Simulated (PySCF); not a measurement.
Consider C$_{5}$H$_{5}$O$_{3}$S$_{2}$ (charge +1).

Input

```
{"job": {"kind": "nmr", "xc": "PBE0", "basis": "pcSseg-1"}, "charge": 1, "multiplicity": 1}
O      2.921820     0.969342     0.513292
S      2.222193    -0.239542     0.730513
O      2.192836    -0.893754     1.990125
O      2.523530    -1.267941    -0.433762
C      0.453009    -0.024378     0.376859
C     -0.072679     0.869006    -0.515883
C     -1.446717     0.999879    -0.718248
C     -2.371656     0.225937    -0.023509
C     -2.009653    -0.716065     0.914053
S     -0.411985    -1.071784     1.370378
H      3.369874    -1.146723    -0.874684
H      0.620806     1.494738    -1.062653
H     -1.802648     1.725715    -1.435344
H     -3.424594     0.372164    -0.225688
H     -2.768550    -1.288606     1.430189
```

Command:

```sh
OMP_NUM_THREADS=1 python probes_run.py task.json out
```

Geometry: GFN2-xTB.

Method: PBE0/pcSseg-1, SCF density, gas phase, non-relativistic (PySCF 2.14.0).

Q: What can the converged electron density and electron localisation function tell about the bonding?

A: C–C (1.37 Å): ρ at the midpoint is about 2.2 e/Å³; the ELF peaks at about 0.95 between the atoms (localised, covalent bonding).
C–S (1.68 Å): the density is about 1.5 e/Å³ at the midpoint; the ELF peaks at about 0.90 between the atoms: localised, covalent bonding.
C–S (1.82 Å): ρ is about 1.4 e/Å³ halfway; the ELF peaks at about 0.95 between the atoms: localised, covalent bonding.

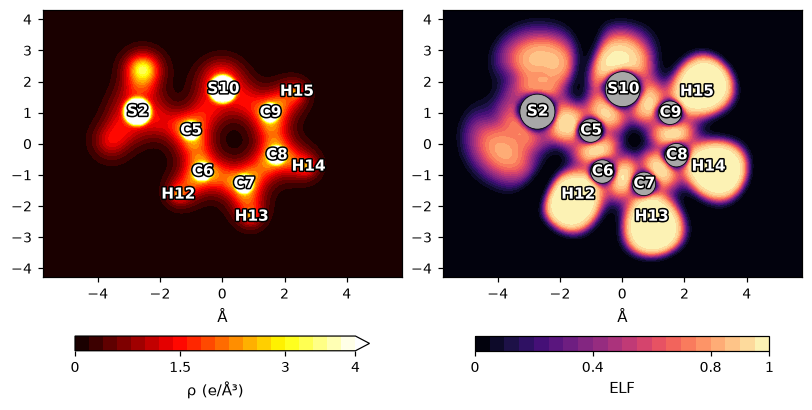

Computed electron density and electron localisation function on the plane of atoms C7, C8 and H14, in this order. Grey discs cover the atomic cores in the ELF map. 
